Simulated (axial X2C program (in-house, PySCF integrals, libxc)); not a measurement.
**ZrH: properties at the nuclei**

Aim: properties at the nuclei of ZrH, with spin–orbit coupling in the Hamiltonian from the start.

Program: an in-house X2C program for linear molecules on PySCF integrals. Level of theory: two-component X2C with atomic mean-field terms, Zr dyall-acv3z, H dyall-av3z. These are calculated values, not measurements.

## 1. Set-up

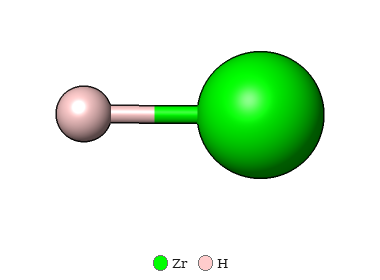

The two atoms at 1.860 Å (zirconium green, hydrogen pink).

Contents of task.json:

```json
{"zs": [40, 1], "q": 0, "bas": ["dyall-acv3z", "dyall-av3z"], "r0": 1.86, "levels": ["PBE0", "HF", "B3LYP"], "nst": 1, "ff": 1, "thr": -3.5, "nmax": 130, "opt": {"ecut": 60}}
```

Keys: zs atomic numbers; q charge; bas basis sets; r0 starting distance in Å; levels methods (HF also brings MP2); nst determinants followed; ff finite-field run; thr threshold in hartree for freezing inner shells (an s shell follows its p shell); nmax most natural virtual spinors; ecut virtual cutoff in hartree.

The run is started by

```sh
> python soeom.py task.json out
```

Further steps of the session: Expectation values, lowest determinant; Finite-field coupled cluster.

What does the calculation give? Wanted: lowest determinant; Eeff magnitude; Ws magnitude Zr; A∥/gI Zr; qzz Zr (for each run or level that gives them).

The runs gave:

| quantity | value |
| --- | --- |
| lowest determinant | Ω = 3/2 (excess of +ω over −ω: ω = 3/2) |
| Eeff magnitude (GV/cm), PBE0 | 2.05 |
| Ws magnitude Zr (kHz), PBE0 | 0.629 |
| A∥/gI Zr (MHz), PBE0 | -416 |
| qzz Zr (a.u.), PBE0 | -1.34 |
| Eeff magnitude (GV/cm), CCSD(T) | 2.5 |
| Ws magnitude Zr (kHz), CCSD(T) | 0.766 |
| A∥/gI Zr (MHz), CCSD(T) | -387 |
| qzz Zr (a.u.), CCSD(T) | -1.48 |

In words: In the first state, the effective field runs from 2.05 to 2.81 GV/cm over the mean-field levels. The expectation values come from single determinants, which for open shells can mix terms of unlike spin or miss the lowest Ω, so a determinant need not be a state. Eeff is the effective electric field on the electron dipole moment in this Ω state and Ws the scalar–pseudoscalar constant (defined with the proton number Z and per Ω); A∥ is the parallel hyperfine constant, which follows by multiplying with the nuclear g factor gI = μI/(I μN); qzz is the electric field gradient, eQq0 = 234.96 MHz × Q/barn × qzz; μ is positive if H is the positive end. The operators were transformed with the bare-nucleus X2C matrices. Correlation of the inner shells is missing, which matters for properties at the nucleus.
